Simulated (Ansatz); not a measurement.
**Fields on a plane of Zn (hcp, Mg type)**

```yaml
crystal:
  lattice:
    - [2.64679, 0.00000, 0.00000]
    - [-1.32339, 2.29218, 0.00000]
    - [0.00000, 0.00000, 4.67938]
  atoms:
    - { symbol: Zn, position: [0.33333, 0.66667, 0.75000] }
    - { symbol: Zn, position: [0.66667, 0.33333, 0.25000] }
```

The slice is a (0001) plane (indices of the conventional cell) through the point (0.333, 0.667, 0.750) (fractional), spanned by u = [110] and v = [1 -1 0] in vectors of this cell: u (2.65 Å) and v (4.58 Å, at 90° to u). It covers one period; positions are fractions (u, v).

Atoms on it: Zn at (0.00, 0.00); Zn at (0.50, 0.50).

Computed with r2SCAN (plane waves to 500 eV, PAW, scalar-relativistic; Ansatz, an electronic-structure program). k mesh 20×20×10. Near the nuclei the fields are pseudised (PAW); where an atom keeps semicore shells as valence, they peak there. Zn was relaxed with its symmetry unable to fall.

| v \ u | 0.00 | 0.12 | 0.25 | 0.38 | 0.50 | 0.62 | 0.75 | 0.88 |
|---|---|---|---|---|---|---|---|---|
| 0.93 | x | x | 0.15 | 0.23 | 0.40 | 0.23 | 0.15 | x |
| 0.86 | 0.11 | 0.15 | 0.21 | 0.32 | 0.47 | 0.32 | 0.21 | 0.15 |
| 0.79 | 0.21 | 0.22 | 0.30 | 0.40 | 0.42 | 0.40 | 0.30 | 0.22 |
| 0.71 | 0.33 | 0.34 | 0.29 | 0.23 | 0.21 | 0.23 | 0.29 | 0.34 |
| 0.64 | 0.36 | 0.27 | 0.21 | 0.15 | 0.11 | 0.15 | 0.21 | 0.27 |
| 0.57 | 0.34 | 0.22 | 0.16 | x | x | x | 0.16 | 0.22 |
| 0.50 | 0.34 | 0.22 | 0.11 | x | x | x | 0.11 | 0.22 |
| 0.43 | 0.40 | 0.23 | 0.15 | x | x | x | 0.15 | 0.23 |
| 0.36 | 0.47 | 0.32 | 0.21 | 0.15 | 0.11 | 0.15 | 0.21 | 0.32 |
| 0.29 | 0.42 | 0.40 | 0.30 | 0.22 | 0.21 | 0.22 | 0.30 | 0.40 |
| 0.21 | 0.21 | 0.23 | 0.29 | 0.34 | 0.33 | 0.34 | 0.29 | 0.23 |
| 0.14 | 0.11 | 0.15 | 0.21 | 0.27 | 0.36 | 0.27 | 0.21 | 0.15 |
| 0.07 | x | x | 0.16 | 0.22 | 0.34 | 0.22 | 0.16 | x |
| 0.00 | x | x | 0.11 | 0.22 | 0.34 | 0.22 | 0.11 | x |

Values: electron localisation function (ELF). Points within 0.5 Å of a nucleus are blanked (x), as the pseudised field means little there.

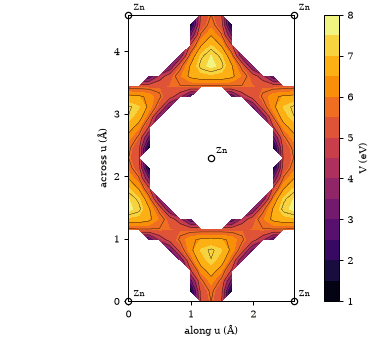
*Electrostatic potential energy of an electron, from the cell's mean, in eV, one period of the plane, atoms marked. Points within 1 Å of a nucleus are left white, as the pseudised field means little there. The zero, the cell's mean, hangs on the PAW cores.*

The density on the Zn–Zn line (2.65 Å) at its midpoint comes out as 0.25 e/Å³. The ELF at that point is 0.34.
